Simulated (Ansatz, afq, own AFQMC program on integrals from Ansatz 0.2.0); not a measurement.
# NH3S (triplet): quantum Monte Carlo beside coupled cluster at distance N1–H4 along a hydrogen transfer = 1.206 Å, cc-pVTZ

How near does AFQMC come to the top of the ladder for NH3S (triplet)?

Computed with Ansatz 0.2.0, Gaussian basis, and an in-house AFQMC program (afq) on its integrals; all values are calculated. Level: cc-pVTZ, frozen cores.

The runs, in order: PBE (unrestricted); CCSD(T) on UHF; r2SCAN (unrestricted); PBE0 (unrestricted); B3LYP (unrestricted); wB97M-V (unrestricted); B2PLYP (unrestricted); Phaseless AFQMC, CISD trial on UHF.

## (1) The system

The geometry derives from fragments relaxed apart (PBE0/def2-TZVP) and kept rigid, so it is no stationary point. A hydrogen atom is moved between rigid fragments.

5 atoms, charge 0, spin multiplicity 3.

Atoms are counted from 1 here; the program's logs count them from 0.

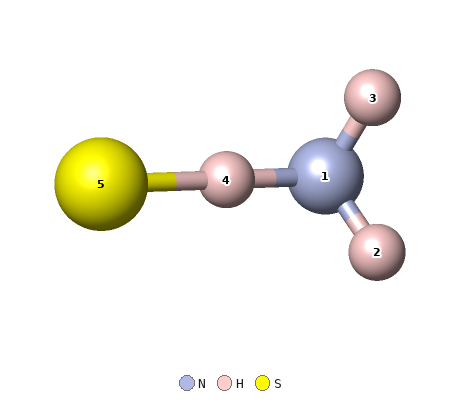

The structure; nitrogen light blue, hydrogen pink, sulfur yellow; atoms are numbered from 1 in the order of the file.

## (2) PBE (unrestricted)

The input, in.yaml:

```yaml
crystal:
  periodic: [false, false, false]
  atoms:
    - {symbol: N, position_ang: [-1.796862, -0.011611, -0.018072]}
    - {symbol: H, position_ang: [-2.094142, 0.956222, -0.018071]}
    - {symbol: H, position_ang: [-2.094141, -0.413910, 0.862188]}
    - {symbol: H, position_ang: [-0.590862, -0.011611, -0.018072]}
    - {symbol: S, position_ang: [0.935138, -0.011610, -0.018072]}
basis:
  gaussian: {orbitals: cc-pVTZ}
magnetization: {spin_polarized: true, initial_magnetization: 2}
hamiltonian: {xc: {name: PBE}}
output: {orbitals: {seedname: orbitals}}
```

Started as:

```bash
$ ansatz run in.yaml --threads 1 --pin off --events-out ev --progress --plain --max-ram 5632MiB --backend cpu
```

Log:

```text
Functional definition: PBE
  name "PBE"
  cite "Perdew, Burke & Ernzerhof, Phys. Rev. Lett. 77, 3865 (1996) doi:10.1103/PhysRevLett.77.3865"
  parent pbe
  parameter kappa = 0.804
  parameter beta = 0.06672455060314922
  exchange = pbe_x(kappa = kappa, mu = beta*pi^2/3)
  correlation = pbe_c(beta = beta)
623 factors; their error is unknown
mean field evaluation 1: about -12353.4817 eV, gradient 5.3e1 eV
mean field evaluation 2: about -12260.6532 eV, gradient 1.1e2 eV
mean field evaluation 4: about -12350.9845 eV, gradient 4.4e1 eV
mean field evaluation 8: about -12365.7993 eV, gradient 7.6e-1 eV
mean field evaluation 16: about -12365.7833 eV, gradient 3.1e-3 eV
mean field evaluation 32: about -12365.7284 eV, gradient 1.1e0 eV
mean field evaluation 64: about -12365.7197 eV, gradient 2.3e-6 eV
mean field evaluation 96: about -12359.9598 eV, gradient 2.2e1 eV
mean field -12365.78332234 eV, -454.4341552672 hartree, gradient 2.2e-6 eV, S^2 2.005680; 8 other end points of the search recorded, 0 dependent functions left out
reference -12365.78334980 eV, -454.4341562760 hartree; 14, 12 occupied and 92, 94 virtual orbitals, 623 factors
Total energy: -12365.78334980 eV, -454.4341562760 hartree
```

Run time: 10 s. Hardware: 1 thread of AMD EPYC 7R13 (Zen 3), shared host; peak memory 2 GiB.

From the report: ⟨S²⟩ of the determinant 2.006 (pure triplet: 2.00).

## (3) CCSD(T) on UHF

in.yaml, as its differences from that of step 2:

```diff
@@ -11,3 +11,2 @@
 magnetization: {spin_polarized: true, initial_magnetization: 2}
-hamiltonian: {xc: {name: PBE}}
-output: {orbitals: {seedname: orbitals}}
+correlation: {method: ccsd_t, electrons: outside_noble_gas, hamiltonian_folder: ham}
```

Started as:

```bash
$ ansatz run in.yaml --threads 1 --pin off --events-out ev --progress --plain --max-ram 16896MiB --backend cuda --devices 0, --max-vram 18GiB
```

Log, cut to the lines that bear on the results:

```text
Functional definition: HF
  name "HF"
  cite "Fock, Z. Phys. 61, 126 (1930) doi:10.1007/BF01340294"
  parent pbe
[...]
605 factors; integrals over basis functions are off by at most 1.3e-3 eV
[...]
mean field -12344.93529306 eV, -453.6680043221 hartree, gradient 2.6e-6 eV, S^2 2.052037; 13 other end points of the search recorded, 0 dependent functions left out
determinant -12344.93529306 eV, -453.6680043221 hartree, with singles and doubles -12356.00490620 eV, -454.0748051019 hartree
determinant -12344.88780040 eV, -453.6662589993 hartree, with singles and doubles -12355.94994766 eV, -454.0727854129 hartree
determinant -12344.06945683 eV, -453.6361854278 hartree, with singles and doubles -12355.13276360 eV, -454.0427544524 hartree
determinant -12344.93529306 eV, -453.6680043221 hartree, with singles and doubles -12355.92117782 eV, -454.0717281407 hartree
determinant -12344.88780040 eV, -453.6662589993 hartree, with singles and doubles -12355.86591993 eV, -454.0696974505 hartree
6 core orbitals not correlated: weight in the atoms' cores, before any rotation towards them, 1.000 or more for the frozen orbitals, at most 0.000 for the correlated occupied ones
reference -12344.93529306 eV, -453.6680043221 hartree; 8, 6 occupied and 92, 94 virtual orbitals, 605 factors
second order -10.01065333 eV of doubles, -0.00000000 eV of singles
cycle   1  -10.98588302 eV  change    1.7e-6 eV  update   5.7e-6
perturbative correction -0.43142585 eV, -0.0158546076 hartree
Total energy: -12356.35260193 eV, -454.0875826844 hartree
```

Run time: 11 s. Hardware: 1 × NVIDIA H100 80GB HBM3 with 1 thread of AMD EPYC 7R13 (Zen 3), shared host; peak host memory 2 GiB.

From the report: ⟨S²⟩ of the determinant 2.052 (pure triplet: 2.00); correlation -11.4173 eV; T1 0.018; largest double amplitude 0.04.

This run also writes the integrals to the folder ham.

## (4) r2SCAN (unrestricted)

in.yaml, as its differences from that of step 3:

```diff
@@ -11,2 +11,2 @@
 magnetization: {spin_polarized: true, initial_magnetization: 2}
-correlation: {method: ccsd_t, electrons: outside_noble_gas, hamiltonian_folder: ham}
+hamiltonian: {xc: {name: r2SCAN}}
```

Started as:

```bash
$ ansatz run in.yaml --threads 1 --pin off --events-out ev --progress --plain --max-ram 5632MiB --backend cpu
```

Log, cut to the lines that bear on the results:

```text
Functional definition: r2SCAN
  name "r2SCAN"
  cite "Furness, Kaplan, Ning, Perdew & Sun, J. Phys. Chem. Lett. 11, 8208 (2020) doi:10.1021/acs.jpclett.0c02405"
  cite "Furness, Kaplan, Ning, Perdew & Sun, J. Phys. Chem. Lett. 11, 9248 (2020) doi:10.1021/acs.jpclett.0c03077"
  parent r2scan
[...]
623 factors; their error is unknown
[...]
mean field -12370.70877440 eV, -454.6151622917 hartree, gradient 5.7e-6 eV, S^2 2.011988; 7 other end points of the search recorded, 0 dependent functions left out
reference -12370.70878360 eV, -454.6151626297 hartree; 14, 12 occupied and 92, 94 virtual orbitals, 623 factors
Total energy: -12370.70878360 eV, -454.6151626297 hartree
```

Wall time 23 s (1 thread of AMD EPYC 7R13 (Zen 3), shared host); peak memory 2 GiB.

From the report: ⟨S²⟩ of the determinant 2.012 (pure triplet: 2.00).

## (5) PBE0 (unrestricted)

in.yaml, as its differences from that of step 4:

```diff
@@ -11,2 +11,3 @@
 magnetization: {spin_polarized: true, initial_magnetization: 2}
-hamiltonian: {xc: {name: r2SCAN}}
+hamiltonian: {xc: {name: PBE0}}
+output: {orbitals: {seedname: orbitals}}
```

The command is unchanged.

Log:

```text
Functional definition: PBE0
  name "PBE0"
  cite "Adamo & Barone, J. Chem. Phys. 110, 6158 (1999) doi:10.1063/1.478522"
  cite "Perdew, Burke & Ernzerhof, Phys. Rev. Lett. 77, 3865 (1996) doi:10.1103/PhysRevLett.77.3865"
  parent pbe
  parameter a = 0.25
  parameter kappa = 0.804
  parameter beta = 0.06672455060314922
  exchange = (1 - a)*pbe_x(kappa = kappa, mu = beta*pi^2/3) + a*exact_x
  correlation = pbe_c(beta = beta)
642 factors; their error is unknown
mean field evaluation 1: about -12357.7056 eV, gradient 4.4e1 eV
mean field evaluation 2: about -12313.2080 eV, gradient 8.9e1 eV
mean field evaluation 4: about -12365.5090 eV, gradient 1.1e1 eV
mean field evaluation 8: about -12366.5027 eV, gradient 1.2e0 eV
mean field evaluation 16: about -12366.5951 eV, gradient 2.0e-2 eV
mean field evaluation 32: about -12366.6350 eV, gradient 8.3e-2 eV
mean field -12366.64897150 eV, -454.4659672868 hartree, gradient 3.0e-6 eV, S^2 2.011898; 3 other end points of the search recorded, 0 dependent functions left out
reference -12366.64899293 eV, -454.4659680743 hartree; 14, 12 occupied and 92, 94 virtual orbitals, 642 factors
Total energy: -12366.64899293 eV, -454.4659680743 hartree
```

It took 9 s on 1 thread of AMD EPYC 7R13 (Zen 3), shared host; peak memory 2 GiB.

From the report: ⟨S²⟩ of the determinant 2.012 (pure triplet: 2.00).

## (6) B3LYP (unrestricted)

in.yaml, as its differences from that of step 5:

```diff
@@ -11,3 +11,2 @@
 magnetization: {spin_polarized: true, initial_magnetization: 2}
-hamiltonian: {xc: {name: PBE0}}
-output: {orbitals: {seedname: orbitals}}
+hamiltonian: {xc: {name: B3LYP}}
```

Same command.

Log, cut to the lines that bear on the results:

```text
Functional definition: B3LYP
  name "B3LYP"
  cite "Stephens, Devlin, Chabalowski & Frisch, J. Phys. Chem. 98, 11623 (1994) doi:10.1021/j100096a001"
  cite "Becke, Phys. Rev. A 38, 3098 (1988) doi:10.1103/PhysRevA.38.3098"
  cite "Lee, Yang & Parr, Phys. Rev. B 37, 785 (1988) doi:10.1103/PhysRevB.37.785"
  cite "Vosko, Wilk & Nusair, Can. J. Phys. 58, 1200 (1980) doi:10.1139/p80-159"
[...]
639 factors; their error is unknown
[...]
mean field -12372.90739670 eV, -454.6959601710 hartree, gradient 8.0e-6 eV, S^2 2.009335; 3 other end points of the search recorded, 0 dependent functions left out
reference -12372.90758538 eV, -454.6959671046 hartree; 14, 12 occupied and 92, 94 virtual orbitals, 639 factors
Total energy: -12372.90758538 eV, -454.6959671046 hartree
```

Run time: 8 s. Hardware: 1 thread of AMD EPYC 7R13 (Zen 3), shared host; peak memory 2 GiB.

From the report: ⟨S²⟩ of the determinant 2.009 (pure triplet: 2.00).

## (7) wB97M-V (unrestricted)

in.yaml, as its differences from that of step 6:

```diff
@@ -11,2 +11,3 @@
 magnetization: {spin_polarized: true, initial_magnetization: 2}
-hamiltonian: {xc: {name: B3LYP}}
+hamiltonian: {xc: {name: wB97M-V}}
+output: {orbitals: {seedname: orbitals}}
```

Launched as before.

Log, cut to the lines that bear on the results:

```text
Functional definition: wB97M-V
  name "wB97M-V"
  cite "Mardirossian & Head-Gordon, J. Chem. Phys. 144, 214110 (2016) doi:10.1063/1.4952647"
  cite "Becke, J. Chem. Phys. 107, 8554 (1997) doi:10.1063/1.475007"
  cite "Vydrov & Van Voorhis, J. Chem. Phys. 133, 244103 (2010) doi:10.1063/1.3521275"
  # Of w^i u^j: cxij and so on, Table III.
[...]
  gx(w, u) = 1 - cx + cx01*u + cx10*w
  gss(w, u) = css00 + css04*u^4 + css10*w + css20*w^2 + css43*w^4*u^3
  gos(w, u) = cos00 + cos10*w + (cos20 + cos21*u)*w^2 + (cos60 + cos61*u)*w^6
[...]
      + integral(e_c_pw_mod_opposite_spin*gos(b97_w_opposite, b97_u_opposite)) + vv10(b, c)
630 factors; their error is unknown
134 factors; integrals over basis functions are off by at most 2.9e-5 eV
[...]
mean field -12370.60697222 eV, -454.6114211306 hartree, gradient 6.3e-6 eV, S^2 2.010187; 3 other end points of the search recorded, 0 dependent functions left out
reference -12370.60700473 eV, -454.6114223253 hartree; 14, 12 occupied and 92, 94 virtual orbitals, 630 factors
Total energy: -12370.60700473 eV, -454.6114223253 hartree
```

Run time: 24 s. Hardware: 1 thread of AMD EPYC 7R13 (Zen 3), shared host; peak memory 2 GiB.

From the report: ⟨S²⟩ of the determinant 2.010 (pure triplet: 2.00).

## (8) B2PLYP (unrestricted)

in.yaml, as its differences from that of step 7:

```diff
@@ -11,3 +11,3 @@
 magnetization: {spin_polarized: true, initial_magnetization: 2}
-hamiltonian: {xc: {name: wB97M-V}}
-output: {orbitals: {seedname: orbitals}}
+hamiltonian: {xc: {name: B2PLYP}}
+correlation: {electrons: outside_noble_gas}
```

The command is unchanged.

Log, cut to the lines that bear on the results:

```text
Functional definition: B2PLYP
  name "B2PLYP"
  cite "Grimme, J. Chem. Phys. 124, 034108 (2006) doi:10.1063/1.2148954"
  cite "Becke, Phys. Rev. A 38, 3098 (1988) doi:10.1103/PhysRevA.38.3098"
  cite "Lee, Yang & Parr, Phys. Rev. B 37, 785 (1988) doi:10.1103/PhysRevB.37.785"
[...]
605 factors; integrals over basis functions are off by at most 1.3e-3 eV
[...]
mean field -12364.16494854 eV, -454.3746811270 hartree, gradient 2.0e-6 eV, S^2 2.022331; 7 other end points of the search recorded, 0 dependent functions left out
6 core orbitals not correlated: weight in the atoms' cores, before any rotation towards them, 1.000 or more for the frozen orbitals, at most 0.000 for the correlated occupied ones
reference -12364.16507108 eV, -454.3746856300 hartree; 8, 6 occupied and 92, 94 virtual orbitals, 605 factors
second order -12.34902195 eV of doubles, -0.00000000 eV of singles
Total energy: -12367.49930700 eV, -454.4972165403 hartree
```

Run time: 14 s. Hardware: 1 thread of AMD EPYC 7R13 (Zen 3), shared host; peak memory 2 GiB.

From the report: ⟨S²⟩ of the determinant 2.022 (pure triplet: 2.00).

## (9) Phaseless AFQMC, CISD trial on UHF

It reads the integrals that the CCSD(T) run on this determinant wrote.

Started as:

```bash
$ afq ham --method phaseless --trial cisd --walkers 900 --populations 20 --least-time 60 --time-step 0.005 --steps-per-block 50 --equilibration-blocks 28 --max-blocks 4000 --target-error 0.00022 --factor-cut 1e-05 --start spin_pure --seed 506 --release-times 0.24,0.51,0.99,1.62,2.4 --release-step 0.03 --release-every 3 --taylor-order 6
```

Log:

```text
orbitals 100  electrons 8 6  factors 599 of 605
reference energy -453.66800432 Eh
CCSD correlation -0.40372376 Eh in 15 cycles, weight of the determinant in the CISD state 0.8549
energy of the start -454.068138 Eh
 block  time / (1/Eh)  mean weight  energy / Eh
     1     0.250  1.0003  -454.064419
     2     0.500  1.0004  -454.071183
     3     0.750  0.9992  -454.075702
     4     1.000  1.0001  -454.080004
     5     1.250  0.9999  -454.083376
     6     1.500  1.0002  -454.086297
     7     1.750  1.0001  -454.086701
     8     2.000  0.9993  -454.086008
     9     2.250  1.0002  -454.086816
    10     2.500  1.0006  -454.089725
    11     2.750  0.9997  -454.089201
    16     4.000  1.0004  -454.091959
    21     5.250  1.0005  -454.089035
    26     6.500  1.0004  -454.088343
    31     7.750  0.9994  -454.089687
    36     9.000  1.0000  -454.088886
    41    10.250  1.0002  -454.087289
    46    11.500  0.9997  -454.087207
    51    12.750  1.0011  -454.086742
    56    14.000  1.0002  -454.087715
    61    15.250  0.9993  -454.089362
    66    16.500  0.9986  -454.090312
    71    17.750  1.0010  -454.087102
    76    19.000  1.0005  -454.090223
    81    20.250  0.9993  -454.087342
    86    21.500  1.0010  -454.090933
    91    22.750  0.9997  -454.090654
    96    24.000  1.0005  -454.086648
   101    25.250  0.9999  -454.086377
   106    26.500  0.9990  -454.093529
   111    27.750  0.9994  -454.087705
   116    29.000  1.0009  -454.088565
   121    30.250  1.0005  -454.089789
   126    31.500  0.9995  -454.087887
   131    32.750  1.0005  -454.088487
   136    34.000  1.0011  -454.087991
   141    35.250  0.9999  -454.087002
   146    36.500  0.9987  -454.090088
   151    37.750  0.9997  -454.087475
   156    39.000  1.0009  -454.086772
   161    40.250  1.0013  -454.090550
   166    41.500  0.9995  -454.086303
   171    42.750  0.9997  -454.086785
   176    44.000  0.9997  -454.088222
   181    45.250  0.9994  -454.090864
   186    46.500  1.0003  -454.086438
   191    47.750  1.0002  -454.086870
   196    49.000  1.0002  -454.088786
   201    50.250  1.0004  -454.088055
   206    51.500  0.9998  -454.086732
error from the spread of 20 populations
released: time / (1/Eh)  energy / Eh  error  mean overlap
  0.24  -454.088664  0.000221  0.9973
  0.51  -454.088806  0.000201  0.9973
  0.99  -454.089489  0.000247  0.9830
  1.62  -454.089592  0.000314  0.9821
  2.40  -454.089679  0.000427  0.9813
energy -454.088059 +/- 0.000304 Eh
```

Wall time 3.9 min (1 × NVIDIA H100 80GB HBM3 with 2 threads of AMD EPYC 7R13 (Zen 3), shared host); peak host memory 2 GiB.

Energy -12356.3656 ± 0.0083 eV. Caveats: constraint bias not in the error.

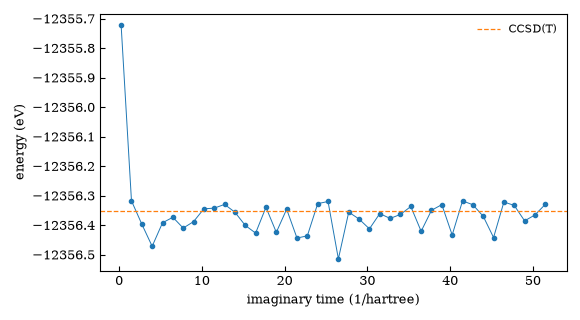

Block energies along the walk.

## (10) All levels side by side

On the UHF determinant, counted from CCSD(T) (a yardstick, not exact):

```
                                               level  energy (eV)  from CCSD(T) (kJ/mol)  statistical error (kJ/mol)     time
                                                  HF  -12344.9353                +1101.6                                     
                                                 MP2  -12354.9459                 +135.7                                     
                                                CCSD  -12355.9212                  +41.6                                     
                                             CCSD(T)  -12356.3526                    0.0                                     
Phaseless AFQMC, CISD trial, step 0.005, 900 walkers  -12356.3656                   -1.3                         0.8  3.9 min
```

The functionals' totals stand on their own zeros and serve differences with other points: PBE -12365.783 eV; r2SCAN -12370.709 eV; PBE0 -12366.649 eV; B3LYP -12372.908 eV; wB97M-V -12370.607 eV; B2PLYP -12367.499 eV.

## (11) What came out

| quantity | value |
| --- | --- |
| Phaseless AFQMC, CISD trial on UHF from CCSD(T) | -1.3 ± 0.8 kJ/mol |

**Reading.** On UHF the phaseless walk with the CISD trial lies -1.3 kJ/mol from CCSD(T), within three error bars. Error bars are statistical and leave out the constraint, the time step and what remains of the start.
